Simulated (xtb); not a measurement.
# Run report: Al$_{2}$H$_{4}$F$_{2}$, geometry relaxation (part 3 of 3)

Continued. System: Al$_{2}$H$_{4}$F$_{2}$. Method: GFN1-xTB (xtb 6.7.1). The geometry comes from this level: GFN2-xTB.

Geometry of the input (Å):
```
Al -0.7485  1.1841  -0.0529
H  -2.2139  1.0498  0.3592
H  0.0229  2.4201  -0.5142
F  -0.2925  -0.2344  -1.1107
Al 0.7484  -1.1842  0.0530
H  2.2130  -1.0458  -0.3604
H  -0.0190  -2.4222  0.5152
F  0.2895  0.2326  1.1107
```

The program's output, continued:
```
         #    Occupation            Energy/Eh            Energy/eV
      -------------------------------------------------------------
         1        2.0000           -0.8232146             -22.4008
         2        2.0000           -0.8168433             -22.2274
         3        2.0000           -0.5503345             -14.9754
         4        2.0000           -0.5382801             -14.6473
         5        2.0000           -0.5289278             -14.3929
         6        2.0000           -0.5277475             -14.3607
         7        2.0000           -0.5053530             -13.7514
         8        2.0000           -0.4957109             -13.4890
         9        2.0000           -0.4923318             -13.3970
        10        2.0000           -0.4877467             -13.2723
        11        2.0000           -0.4526445             -12.3171
        12        2.0000           -0.4418149             -12.0224 (HOMO)
        13                         -0.1940199              -5.2795 (LUMO)
        14                         -0.1439582              -3.9173
        15                         -0.1162591              -3.1636
        16                         -0.0939789              -2.5573
        17                         -0.0903212              -2.4578
        18                         -0.0602391              -1.6392
        19                         -0.0578336              -1.5737
        20                         -0.0424690              -1.1556
        21                         -0.0341690              -0.9298
        22                         -0.0218292              -0.5940
        23                         -0.0142822              -0.3886
       ...                                ...                  ...
        34                          1.3832108              37.6391
      -------------------------------------------------------------
                  HL-Gap            0.2477950 Eh            6.7428 eV
             Fermi-level           -0.3179174 Eh           -8.6510 eV

  Mulliken/CM5 charges         n(s)   n(p)   n(d)
     1Al    0.53302  0.33480   1.115  1.103  0.249
     2H    -0.09633 -0.00533   1.096  0.000  0.000
     3H    -0.09634 -0.00534   1.096  0.000  0.000
     4F    -0.34034 -0.32413   1.759  5.582  0.000
     5Al    0.53302  0.33480   1.115  1.103  0.249
     6H    -0.09634 -0.00533   1.096  0.000  0.000
     7H    -0.09633 -0.00533   1.096  0.000  0.000
     8F    -0.34035 -0.32413   1.759  5.582  0.000

Wiberg/Mayer (AO) data.
largest (>0.10) Wiberg bond orders for each atom

 ---------------------------------------------------------------------------
     #   Z sym  total        # sym  WBO       # sym  WBO       # sym  WBO
 ---------------------------------------------------------------------------
     1  13 Al   3.025 --     2 H    0.879     3 H    0.879     4 F    0.556
                             8 F    0.556     5 Al   0.131
     2   1 H    0.992 --     1 Al   0.879
     3   1 H    0.992 --     1 Al   0.879
     4   9 F    1.179 --     1 Al   0.556     5 Al   0.556
     5  13 Al   3.025 --     7 H    0.879     6 H    0.879     8 F    0.556
                             4 F    0.556     1 Al   0.131
     6   1 H    0.992 --     5 Al   0.879
     7   1 H    0.992 --     5 Al   0.879
     8   9 F    1.179 --     5 Al   0.556     1 Al   0.556
 ---------------------------------------------------------------------------

Topologies differ in total number of bonds
Writing topology from bond orders to xtbtopo.mol

 dipole moment from electron density (au)
     X       Y       Z
   0.0000  -0.0000  -0.0003  total (Debye):    0.001

           -------------------------------------------------
          |                Geometry Summary                 |
           -------------------------------------------------

      molecular mass/u    :       95.9916464
   center of mass at/Å    :       -0.0001268      -0.0000814      -0.0000085
  moments of inertia/u·Å² :        0.6325611E+02   0.1266859E+03   0.1744349E+03
rotational constants/cm⁻¹ :        0.2664981E+00   0.1330664E+00   0.9664141E-01

 * 4 selected distances

     #   Z          #   Z                                           value/Å
     1  13 Al       2   1 H                                       1.5083208 (max)
Molecule has the following symmetry elements: (i) 3*(C2) 3*(sigma)
It seems to be the D2h point group
     1  13 Al       3   1 H                                       1.5083199
     5  13 Al       6   1 H                                       1.5083194 (min)
     5  13 Al       7   1 H                                       1.5083201

 * 1 distinct bonds (by element types)

   Z      Z             #   av. dist./Å        max./Å        min./Å
   1 H   13 Al          4     1.5083201     1.5083208     1.5083194

           -------------------------------------------------
          |               Frequency Printout                |
           -------------------------------------------------
 projected vibrational frequencies (cm⁻¹)
eigval :       -0.00    -0.00     0.00     0.00     0.00     0.00
eigval :       86.07   246.20   289.29   367.92   412.03   424.42
eigval :      437.81   443.15   495.24   526.06   605.20   606.53
eigval :      686.34   693.84  1812.52  1818.50  1848.14  1851.45
 reduced masses (amu)
   1: 20.65   2: 21.23   3: 21.40   4: 22.06   5: 21.94   6: 21.96   7: 16.40   8: 23.20
   9: 21.76  10: 21.25  11:  1.01  12: 22.24  13:  3.21  14: 21.65  15:  4.34  16:  6.34
  17:  3.13  18:  3.01  19:  1.82  20:  1.92  21:  2.49  22:  2.52  23:  1.20  24:  1.22
 IR intensities (km·mol⁻¹)
   1:  0.00   2:  0.00   3:  0.00   4:  0.00   5:  0.00   6:  0.00   7:  2.20   8:  0.00
   9:  0.00  10:129.71  11:  0.00  12:483.00  13:  0.00  14:  0.00  15:  0.00  16:331.71
  17:  0.00  18:776.15  19:575.83  20:  0.00  21:  0.00  22:******  23:113.52  24:  0.00
 Raman intensities (Ä⁴*amu⁻¹)
   1:  0.00   2:  0.00   3:  0.00   4:  0.00   5:  0.00   6:  0.00   7:  0.00   8:  0.00
   9:  0.00  10:  0.00  11:  0.00  12:  0.00  13:  0.00  14:  0.00  15:  0.00  16:  0.00
  17:  0.00  18:  0.00  19:  0.00  20:  0.00  21:  0.00  22:  0.00  23:  0.00  24:  0.00
 output can be read by thermo (or use thermo option).
 writing <g98.out> molden fake output.
 recommended (thermochemical) frequency scaling factor: 1.0
           -------------------------------------------------
          |             Thermodynamic Functions             |
           -------------------------------------------------

d2h symmetry found (for desy threshold:  0.10E+00) used in thermo

          ...................................................
          :                      SETUP                      :
          :.................................................:
          :  # frequencies                          18      :
          :  # imaginary freq.                       0      :
          :  linear?                             false      :
          :  only rotor calc.                    false      :
          :  symmetry                              d2h      :
          :  rotational number                       4      :
          :  scaling factor                  1.0000000      :
          :  rotor cutoff                   50.0000000 cm⁻¹ :
          :  imag. cutoff                  -20.0000000 cm⁻¹ :
          :.................................................:

    mode    ω/cm⁻¹     T·S(HO)/kcal·mol⁻¹    T·S(FR)/kcal·mol⁻¹   T·S(vib)
   ------------------------------------------------------------------------
       1     86.07    -1.11728 ( 89.78%)    -0.89516 ( 10.22%)    -1.09457
       2    246.20    -0.52403 ( 99.83%)    -0.58413 (  0.17%)    -0.52413
       3    289.29    -0.44070 ( 99.91%)    -0.53638 (  0.09%)    -0.44078
   ------------------------------------------------------------------------

   temp. (K)  partition function   enthalpy   heat capacity  entropy
                                   cal/mol     cal/K/mol   cal/K/mol   J/K/mol
 298.15  VIB   16.7                 2599.396     18.762     14.237
         ROT  0.226E+05              888.752      2.981     22.903
         INT  0.377E+06             3488.149     21.743     37.140
         TR   0.910E+27             1481.254      4.968     39.578
         TOT                        4969.4026    26.7114    76.7180   320.9879

       T/K    H(0)-H(T)+PV         H(T)/Eh          T*S/Eh         G(T)/Eh
   ------------------------------------------------------------------------
    298.15    0.791925E-02    0.390178E-01    0.364512E-01    0.256665E-02
   ------------------------------------------------------------------------

         :::::::::::::::::::::::::::::::::::::::::::::::::::::
         ::                  THERMODYNAMIC                  ::
         :::::::::::::::::::::::::::::::::::::::::::::::::::::
         :: total free energy         -15.195888466141 Eh   ::
         ::.................................................::
         :: total energy              -15.198455111634 Eh   ::
         :: zero point energy           0.031098572602 Eh   ::
         :: G(RRHO) w/o ZPVE           -0.028531927110 Eh   ::
         :: G(RRHO) contrib.            0.002566645492 Eh   ::
         :::::::::::::::::::::::::::::::::::::::::::::::::::::

optimized geometry written to: xtbopt.xyz

           -------------------------------------------------
          | TOTAL ENERGY              -15.198455111634 Eh   |
          | TOTAL ENTHALPY            -15.159437291881 Eh   |
          | TOTAL FREE ENERGY         -15.195888466141 Eh   |
          | GRADIENT NORM               0.000013227823 Eh/α |
          | HOMO-LUMO GAP               6.742845908829 eV   |
           -------------------------------------------------

------------------------------------------------------------------------
------------------------------------------------------------------------
 total:
 *  cpu-time:     0 d,  0 h,  0 min,  0.522 sec
 * ratio c/w:     1.000 speedup
 SCF:
 *  cpu-time:     0 d,  0 h,  0 min,  0.010 sec
 * ratio c/w:     1.000 speedup
 ANC optimizer:
 *  cpu-time:     0 d,  0 h,  0 min,  0.072 sec
 * ratio c/w:     1.000 speedup
 analytical hessian:
 *  cpu-time:     0 d,  0 h,  0 min,  0.432 sec
 * ratio c/w:     1.000 speedup
```

File vibspectrum:
```
$vibrational spectrum
#  mode     symmetry     wave number   IR intensity    selection rules
#                         cm**(-1)      (km*mol⁻¹)        IR
     1                      -0.00         0.00000          -
     2                      -0.00         0.00000          -
     3                       0.00         0.00000          -
     4                       0.00         0.00000          -
     5                       0.00         0.00000          -
     6                       0.00         0.00000          -
     7        a             86.07         2.19518         YES
     8        a            246.20         0.00000         NO
     9        a            289.29         0.00001         NO
    10        a            367.92       129.71164         YES
    11        a            412.03         0.00002         NO
    12        a            424.42       482.99696         YES
    13        a            437.81         0.00009         NO
    14        a            443.15         0.00001         NO
    15        a            495.24         0.00013         NO
    16        a            526.06       331.71310         YES
    17        a            605.20         0.00013         NO
    18        a            606.53       776.15458         YES
    19        a            686.34       575.82626         YES
    20        a            693.84         0.00004         NO
    21        a           1812.52         0.00037         NO
    22        a           1818.50      1786.07810         YES
    23        a           1848.14       113.51816         YES
    24        a           1851.45         0.00010         NO
$end
```

File xtbopt.xyz:
```
8
 energy: -15.198455111634 gnorm: 0.000013227651 xtb: 6.7.1
Al          -0.73831324839785        1.16806535870841       -0.05223882523698
H           -2.17590532199301        0.98082703800400        0.36405690567426
H            0.06621302753583        2.35774960249257       -0.51312642296128
F           -0.30056696439606       -0.24112497646389       -1.14560703535016
Al           0.73828356200404       -1.16809330047487        0.05214495893162
H            2.17576525663145       -0.97987626192910       -0.36408544492387
H           -0.06541994664252       -2.35828898361683        0.51314821804402
F            0.29993363517086        0.24073152331461        1.14569764587475
```

Standard error:
```
normal termination of xtb
```

Trajectory as extended XYZ (Å, eV, eV/Å), 7 frames, from step=0 to step=6:
```
8
Properties=species:S:1:pos:R:3 step=0 energy=-413.54313
Al   -0.7485    1.1841   -0.0529
H    -2.2139    1.0498    0.3592
H     0.0229    2.4201   -0.5142
F    -0.2925   -0.2344   -1.1107
Al    0.7484   -1.1842    0.0530
H     2.2130   -1.0458   -0.3604
H    -0.0190   -2.4222    0.5152
F     0.2895    0.2326    1.1107
8
Properties=species:S:1:pos:R:3 step=1 energy=-413.56400
Al   -0.7424    1.1746   -0.0523
H    -2.1939    1.0133    0.3616
H     0.0468    2.3864   -0.5137
F    -0.2964   -0.2376   -1.1263
Al    0.7424   -1.1746    0.0527
H     2.1931   -1.0097   -0.3627
H    -0.0436   -2.3884    0.5141
F     0.2939    0.2361    1.1266
8
Properties=species:S:1:pos:R:3 step=2 energy=-413.57071
Al   -0.7370    1.1660   -0.0521
H    -2.1756    0.9839    0.3633
H     0.0649    2.3577   -0.5126
F    -0.3004   -0.2408   -1.1421
Al    0.7370   -1.1660    0.0522
H     2.1751   -0.9810   -0.3637
H    -0.0624   -2.3594    0.5127
F     0.2984    0.2396    1.1423
8
Properties=species:S:1:pos:R:3 step=3 energy=-413.57091
Al   -0.7367    1.1656   -0.0520
H    -2.1742    0.9790    0.3639
H     0.0683    2.3545   -0.5131
F    -0.3009   -0.2413   -1.1450
Al    0.7368   -1.1656    0.0522
H     2.1737   -0.9766   -0.3643
H    -0.0663   -2.3559    0.5128
F     0.2994    0.2403    1.1454
8
Properties=species:S:1:pos:R:3 step=4 energy=-413.57101
Al   -0.7375    1.1667   -0.0521
H    -2.1752    0.9798    0.3641
H     0.0675    2.3562   -0.5132
F    -0.3009   -0.2413   -1.1459
Al    0.7375   -1.1667    0.0522
H     2.1749   -0.9780   -0.3642
H    -0.0661   -2.3572    0.5131
F     0.2998    0.2406    1.1461
8
Properties=species:S:1:pos:R:3 step=5 energy=-413.57103
Al   -0.7382    1.1679   -0.0521
H    -2.1759    0.9808    0.3639
H     0.0663    2.3576   -0.5133
F    -0.3007   -0.2412   -1.1457
Al    0.7382   -1.1679    0.0522
H     2.1757   -0.9797   -0.3642
H    -0.0654   -2.3583    0.5130
F     0.2999    0.2407    1.1460
8
Properties=species:S:1:pos:R:3 step=6 energy=-413.57103
Al   -0.7383    1.1681   -0.0522
H    -2.1759    0.9808    0.3640
H     0.0662    2.3577   -0.5131
F    -0.3006   -0.2411   -1.1456
Al    0.7383   -1.1681    0.0522
H     2.1758   -0.9799   -0.3641
H    -0.0654   -2.3583    0.5131
F     0.2999    0.2407    1.1457
```

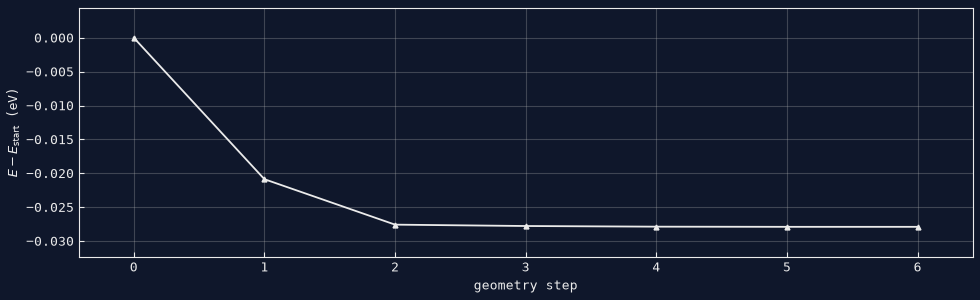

Progress of the relaxation, step by step (steps are counted from 0).

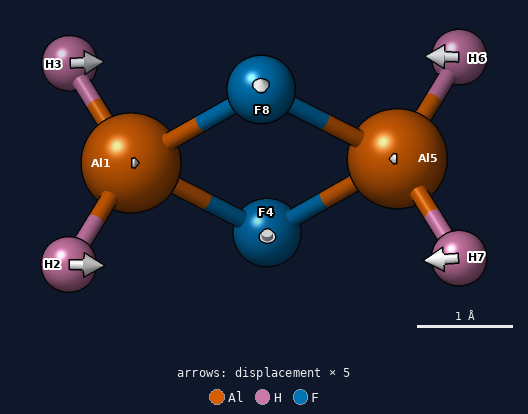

The starting structure with the displacements as white arrows, magnified 5 times (ball-and-stick view, seen at a tilt). The two geometries are laid on each other by the best rigid fit. The largest moves after the best rigid fit, 0.079 Å, are those of H2 and H7. Largest moves by element: H 0.079 Å, F 0.037 Å, Al 0.019 Å. Distances before and after: Al1–H2 1.528 → 1.508 Å, Al1–F4 1.827 → 1.837 Å. Among the angles that change: H2–Al1–H3 129.5° → 133.7°, F4–Al1–F8 79.8° → 82.3°, Al1–F4–Al5 100.2° → 97.7°. The energy falls by 0.028 eV in 6 geometry steps. (Atoms are counted from 1 in the order of the input.)

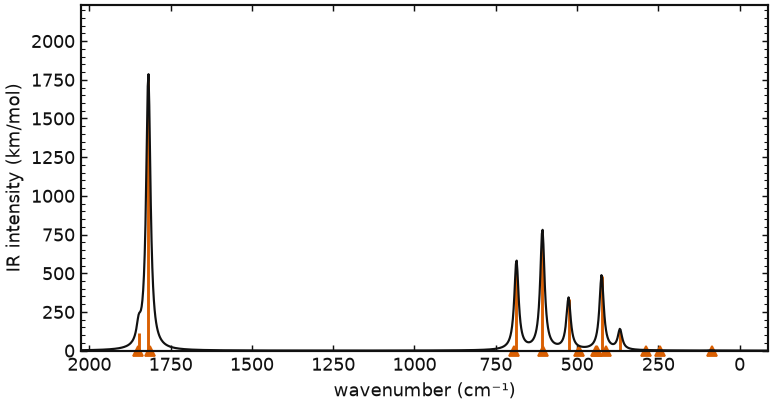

Harmonic infrared spectrum, unscaled: sticks (degenerate modes added up, dark ones marked on the axis) with a Lorentzian envelope of 16 cm⁻¹ full width, scaled to the tallest stick. 18 modes from 86 to 1851 cm⁻¹, none imaginary. The strongest line is at 1818 cm⁻¹ (1786 km/mol).

Key numbers:

| quantity | value |
| --- | --- |
| outcome | converged |
| electrons treated | 24 |
| total energy | −15.198455 hartree |
| dispersion energy | −0.001924 hartree |
| basis functions | 36 |
| HOMO | −12.02 eV |
| LUMO | −5.28 eV |
| zero-point energy | 0.031099 hartree |
| dipole moment | 0.00 D |
| wavenumbers, lowest and highest | 86 and 1851 cm⁻¹ |
| hardware | 1 thread of Intel Xeon @ 2.50GHz (Skylake/Cascade Lake), 16 GiB of memory available, shared host |
| wall time | 0.55 s |
| peak memory | 0.069 GiB |
